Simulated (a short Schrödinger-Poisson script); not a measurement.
Stack: symmetric double-gate stack, HfO2 on p-type Si(100), at 400 K.

| layer | material | thickness (nm) | Na (cm⁻³) |
|---|---|---|---|
| 1 | HfO2 | 3.4 | - |
| 2 | Si | 14 | 2e18 |
| 3 | HfO2 | 3.4 | - |

Constants are typed, rounded textbook-type inputs, not results; the design itself was drawn at random and stands for no fabricated device. HfO2: permittivity 22, conduction-band edge (eV) 1.55, gap (eV) 5.7, electron mass (mₑ) 0.2. Si: permittivity 11.7, conduction-band edge (eV) 0, gap (eV) 1.124, Nv at 300 K (cm⁻³) 3.1e19.

Channel valleys (confinement mass, in-plane density-of-states mass, number): Δ2 0.916, 0.19, 2; Δ4 0.19, 0.417, 4. At the gates, both at one voltage, the conduction-band edge of layer 1 lies 1.78 eV − eVg above the Fermi level of the channel. Gaps are held at their typed values at every temperature. Mesh 0.03 nm at interfaces.

From a short Schrödinger-Poisson script (our own, NumPy): 1D Poisson equation in equilibrium, electrons quantum, Hartree (BenDaniel-Duke, 12 states a valley, the channel's in-plane mass for all, wave functions ending at the dielectric), parabolic valleys, classical holes, full ionisation, no traps, pinning or gate leakage.

Only gate voltages with over 1e8 electrons/cm² are shown.

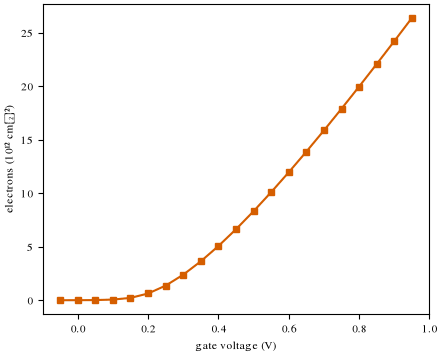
Figure: Sheet density against gate voltage

| Vg (V) | electrons (cm⁻²) | C (μF/cm²) | Δ2 E0 (meV) | Δ2 E1 (meV) | Δ4 E0 (meV) | Δ4 E1 (meV) |
|---|---|---|---|---|---|---|
| -0.05 | 8.16e8 | 0.00385 | 373.9 | 374.1 | 393.1 | 412.3 |
| 0.05 | 1.46e10 | 0.0681 | 274.3 | 274.5 | 293.7 | 312.8 |
| 0.15 | 2.18e11 | 0.845 | 180.2 | 180.3 | 201.1 | 219.5 |
| 0.25 | 1.36e12 | 2.86 | 111.8 | 111.8 | 140.8 | 156.0 |
| 0.35 | 3.64e12 | 4.32 | 69.6 | 69.6 | 111.7 | 122.8 |
| 0.45 | 6.63e12 | 5.23 | 40.3 | 40.3 | 95.6 | 103.8 |
| 0.55 | 1.01e13 | 5.84 | 18.0 | 18.0 | 85.2 | 91.4 |
| 0.65 | 1.39e13 | 6.27 | -0.4 | -0.4 | 77.5 | 82.5 |
| 0.75 | 1.79e13 | 6.57 | -16.4 | -16.4 | 71.4 | 75.5 |
| 0.85 | 2.21e13 | 6.80 | -30.8 | -30.8 | 66.2 | 69.7 |
| 0.95 | 2.64e13 | 6.98 | -44.2 | -44.2 | 61.7 | 64.6 |

Subbands count from the Fermi level. The capacitance is that of both gates.
